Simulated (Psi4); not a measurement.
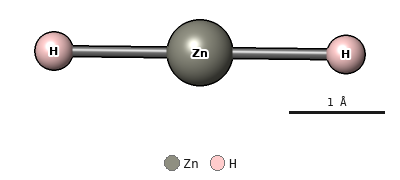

Fig. 1: The structure (ball-and-stick view, seen on its broad side). Sticks mark near contacts. Bond lengths as drawn: H–Zn 1.54 Å.

ZnH$_{2}$: polarizability calculation (part 1 of 2)

The run: polarizability calculation of ZnH$_{2}$. Method and program: CCSD/cc-pV(D+d)Z, RHF, sfX2C (Psi4 1.11).

The geometry comes from this level: PBE0-D4/def2-TZVP.

Input file (job.dat)
```
memory 1600 MB

molecule {
  Zn    -0.003700    -0.021600    -0.004400
  H      0.590600     1.324200     0.465500
  H     -0.597900    -1.367400    -0.474400
}

set {
  basis cc-pV(D+d)Z
  scf_type pk
  freeze_core true
  omega [589, nm]
  num_frozen_uocc 4
  relativistic x2c
}

e_tot = properties("ccsd", properties=['polarizability'])
```

Machine: 1 thread of Intel Xeon (Granite Rapids), 128 GiB of memory available, shared host.

Run as:
```bash
psi4 -n 1 job.dat job.out
```

The program's output
```
Psi4 1.11 release

   => Loading Basis Set <=

    Name: CC-PV(D+D)Z
    Role: ORBITAL
    Keyword: BASIS

         ---------------------------------------------------------
                                   SCF
                              RHF Reference
                        1 Threads,   1525 MiB Core
         ---------------------------------------------------------

  ==> Geometry <==

    Molecular point group: c1
    Full point group: C1

    Geometry (in Angstrom), charge = 0, multiplicity = 1:

       Center              X                  Y                   Z               Mass
    ------------   -----------------  -----------------  -----------------  -----------------
         ZN          -0.000001398039    -0.000001643669    -0.000000123102    63.929142010000
         H           -0.000001398039    -0.000001643669     1.544401424424     1.007825032230
         H            0.000090079560     0.000105906168    -1.544393615728     1.007825032230

  Running in c1 symmetry.

  Rotational constants: A = 1731019223.04282  B =      3.50641  C =      3.50641 [cm^-1]
  Rotational constants: A = 51894650772125.82031  B = 105119.64135  C = 105119.64114 [MHz]
  Nuclear repulsion =   20.729909730469121

  Charge       = 0
  Multiplicity = 1
  Electrons    = 32
  Nalpha       = 16
  Nbeta        = 16

  ==> Algorithm <==

  SCF Algorithm Type is PK.
  DIIS enabled.
  MOM disabled.
  Fractional occupation disabled.
  Guess Type is SAD.
  Energy threshold   = 1.00e-10
  Density threshold  = 1.00e-10
  Integral threshold = 1.00e-12

  ==> Primary Basis <==

  Basis Set: CC-PV(D+D)Z
    Blend: CC-PV(D+D)Z
    Number of shells: 21
    Number of basis functions: 53
    Number of Cartesian functions: 59
    Spherical Harmonics?: true
    Max angular momentum: 3

   => Loading Basis Set <=

    Name: (CC-PV(D+D)Z AUX)
    Role: DECON
    Keyword: BASIS_RELATIVISTIC

  ==> Integral Setup <==

  Using in-core PK algorithm.
   Calculation information:
      Number of atoms:                   3
      Number of AO shells:              21
      Number of primitives:            184
      Number of atomic orbitals:        59
      Number of basis functions:        53

      Integral cutoff                 1.00e-12
      Number of threads:                 1

  Performing in-core PK
  Using 2049192 doubles for integral storage.
  We computed 26796 shell quartets total.
  Whereas there are 26796 unique shell quartets.

  ==> DiskJK: Disk-Based J/K Matrices <==

    J tasked:                  Yes
    K tasked:                  Yes
    wK tasked:                  No
    Memory [MiB]:             1144
    Schwarz Cutoff:          1E-12

 OEINTS: Using relativistic (X2C) overlap, kinetic, and potential integrals.
         ------------------------------------------------------------
         Spin-Free X2C Integrals at the One-Electron Level (SFX2C-1e)
         ------------------------------------------------------------

  ==> X2C Options <==

    Computational Basis: CC-PV(D+D)Z
    X2C Basis: (CC-PV(D+D)Z AUX)
    The X2C Hamiltonian will be computed in the X2C Basis

    Comparing only 53 out of 136 elements of H_Dirac

    The 1-norm of |H_X2C - H_Dirac| is: 339.082544123759

    WARNING: The X2C and Dirac Hamiltonians have substatially different eigenvalues!
             This is probably caused by the recontraction of the basis set.

  Minimum eigenvalue in the overlap matrix is 4.0027513685E-03.
  Reciprocal condition number of the overlap matrix is 1.0492920263E-03.
    Using symmetric orthogonalization.

  ==> Pre-Iterations <==

  SCF Guess: Superposition of Atomic Densities via on-the-fly atomic UHF (no occupation information).

   -------------------------
    Irrep   Nso     Nmo
   -------------------------
     A         53      53
   -------------------------
    Total      53      53
   -------------------------

  ==> Iterations <==

                        Total Energy        Delta E     RMS |[F,P]|

   @RHF iter SAD: -1788.11117577859750   -1.78811e+03   0.00000e+00
   @RHF iter   1: -1790.12192441804905   -2.01075e+00   6.45648e-02 DIIS/ADIIS
   @RHF iter   2: -1753.28963037980884    3.68323e+01   1.50393e-01 ADIIS
   @RHF iter   3: -1790.97267254044891   -3.76830e+01   5.37022e-02 DIIS/ADIIS
   @RHF iter   4: -1792.11179388684354   -1.13912e+00   6.22259e-03 DIIS/ADIIS
   @RHF iter   5: -1792.12994438494252   -1.81505e-02   6.14892e-04 DIIS/ADIIS
   @RHF iter   6: -1792.13045779691834   -5.13412e-04   1.10724e-04 DIIS/ADIIS
   @RHF iter   7: -1792.13047662855229   -1.88316e-05   2.97700e-05 DIIS
   @RHF iter   8: -1792.13047759048141   -9.61929e-07   4.48035e-06 DIIS
   @RHF iter   9: -1792.13047760192080   -1.14394e-08   3.06323e-07 DIIS
   @RHF iter  10: -1792.13047760207360   -1.52795e-10   4.34943e-08 DIIS
   @RHF iter  11: -1792.13047760207610   -2.50111e-12   8.79367e-09 DIIS
   @RHF iter  12: -1792.13047760207701   -9.09495e-13   1.55690e-09 DIIS
   @RHF iter  13: -1792.13047760207610    9.09495e-13   8.73293e-11 DIIS
  Energy and wave function converged.

  ==> Post-Iterations <==

    Orbital Energies [Eh]
    ---------------------

    Doubly Occupied:

       1A   -357.017595     2A    -45.301938     3A    -39.336807
       4A    -39.336807     5A    -39.333361     6A     -5.800446
       7A     -3.916404     8A     -3.916404     9A     -3.913559
      10A     -0.800260    11A     -0.800260    12A     -0.795929
      13A     -0.792535    14A     -0.792535    15A     -0.467476
      16A     -0.399737

    Virtual:

      17A      0.054373    18A      0.054373    19A      0.102973
      20A      0.154180    21A      0.199974    22A      0.284978
      23A      0.284978    24A      0.447138    25A      0.633250
      26A      0.689514    27A      0.689514    28A      0.720695
      29A      0.720695    30A      0.921087    31A      1.291393
      32A      1.392472    33A      1.432844    34A      1.432844
      35A      1.608249    36A      1.608249    37A      1.639955
      38A      1.863190    39A      1.863190    40A      2.290241
      41A      2.369846    42A      4.101799    43A      4.101799
      44A      4.144775    45A      4.144775    46A      4.452839
      47A      5.901545    48A      5.901545    49A      5.910429
      50A      5.910429    51A      5.946684    52A      5.946684
      53A      6.163016

    Final Occupation by Irrep:
              A
    DOCC [    16 ]
    NA   [    16 ]
    NB   [    16 ]

  @RHF Final Energy: -1792.13047760207610

   => Energetics <=

    Nuclear Repulsion Energy =             20.7299097304691209
    One-Electron Energy =               -2540.2766700996721738
    Two-Electron Energy =                 727.4162827671271998
    Total Energy =                      -1792.1304776020760983

Computation Completed

Properties will be evaluated at   0.000000,   0.000000,   0.000000 [a0]

Properties computed using the SCF density matrix

 Multipole Moments:

 ------------------------------------------------------------------------------------
     Multipole            Electronic (a.u.)      Nuclear  (a.u.)        Total (a.u.)
 ------------------------------------------------------------------------------------

 L = 1.  Multiply by 2.5417464519 to convert [e a0] to [Debye]
 Dipole X            :         -0.0001525            0.0000883           -0.0000641
 Dipole Y            :         -0.0001792            0.0001038           -0.0000754
 Dipole Z            :         -0.0000145            0.0000078           -0.0000068
 Magnitude           :                                                    0.0000992

 ------------------------------------------------------------------------------------

	total time  =         32 seconds =       0.53 minutes
   => Loading Basis Set <=

    Name: (CC-PV(D+D)Z AUX)
    Role: DECON
    Keyword: BASIS_RELATIVISTIC

 MINTS: Wrapper to libmints.

   Calculation information:
      Number of threads:                 1
      Number of atoms:                   3
      Number of AO shells:              21
      Number of SO shells:              21
      Number of primitives:            184
      Number of atomic orbitals:        59
      Number of basis functions:        53

      Number of irreps:                  1
      Integral cutoff                 1.00e-12
      Number of functions per irrep: [  53 ]

 OEINTS: Overlap, kinetic, potential, dipole, and quadrupole integrals
         stored in file 35.

      Computing two-electron integrals...done
      Computed 387187 non-zero two-electron integrals.
        Stored in file 33.

	Wfn Parameters:
	--------------------
	Wavefunction         = CCSD
	Number of irreps     = 1
	Number of MOs        = 53
	Number of active MOs = 40
	AO-Basis             = NONE
	Semicanonical        = false
	Reference            = RHF
	Print Level          = 1

	IRREP	# MOs	# FZDC	# DOCC	# SOCC	# VIRT	# FZVR
	-----	-----	------	------	------	------	------
	 A	   53	    9	    7	    0	    33	    4
	Transforming integrals...
	IWL integrals will be deleted.
	(OO|OO)...
	Presorting SO-basis two-electron integrals.
	Sorting File: SO Ints (nn|nn) nbuckets = 1
	Constructing frozen core operators
	Starting first half-transformation.
	Sorting half-transformed integrals.
	First half integral transformation complete.
	Starting second half-transformation.
	Two-electron integral transformation complete.
	(OO|OV)...
	Starting second half-transformation.
	Two-electron integral transformation complete.
	(OO|VV)...
	Starting second half-transformation.
	Two-electron integral transformation complete.
	(OV|OO)...
	Starting first half-transformation.
	Sorting half-transformed integrals.
	First half integral transformation complete.
	Starting second half-transformation.
	Two-electron integral transformation complete.
	(OV|OV)...
	Starting second half-transformation.
	Two-electron integral transformation complete.
	(OV|VV)...
	Starting second half-transformation.
	Two-electron integral transformation complete.
	(VV|OO)...
	Starting first half-transformation.
	Sorting half-transformed integrals.
	First half integral transformation complete.
	Starting second half-transformation.
	Two-electron integral transformation complete.
	(VV|OV)...
	Starting second half-transformation.
	Two-electron integral transformation complete.
	(VV|VV)...
	Starting second half-transformation.
	Two-electron integral transformation complete.
	Frozen core energy     =  -1739.75972090702476

	Size of irrep 0 of <ab|cd> integrals:      1.186 (MW) /      9.487 (MB)
	Total:                                     1.186 (MW) /      9.487 (MB)

	Size of irrep 0 of <ia|bc> integrals:      0.252 (MW) /      2.012 (MB)
	Total:                                     0.252 (MW) /      2.012 (MB)

	Size of irrep 0 of tijab amplitudes:       0.053 (MW) /      0.427 (MB)
	Total:                                     0.053 (MW) /      0.427 (MB)

	Nuclear Rep. energy          =     20.72990973046912
	SCF energy                   =  -1792.13047760207610
	One-electron energy          =   -136.50387148009398
	Two-electron energy          =     63.40320505457778
	Reference energy             =  -1792.13047760207178

	total time  =          0 seconds =       0.00 minutes
            **************************
            *                        *
            *        CCENERGY        *
            *                        *
            **************************

    Nuclear Rep. energy (wfn)     =   20.729909730469121
    SCF energy          (wfn)     = -1792.130477602076098
    Reference energy    (file100) = -1792.130477602071778

    Input parameters:
    -----------------
    Wave function   =     CCSD
    Reference wfn   =     RHF
    Brueckner       =     No
    Memory (Mbytes) =     1600.0
    Maxiter         =     50
    R_Convergence   =     1.0e-07
    E_Convergence   =     1.0e-08
    Restart         =     Yes
    DIIS            =     Yes
    AO Basis        =     NONE
    ABCD            =     NEW
    Cache Level     =     2
    Cache Type      =     LOW
    Print Level     =     1
    Num. of threads =     1
    # Amps to Print =     10
    Print MP2 Amps? =     No
    Analyze T2 Amps =     No
    Print Pair Ener =     No
    Local CC        =     No
    SCS-MP2         =     False
    SCSN-MP2        =     False
    SCS-CCSD        =     False
```
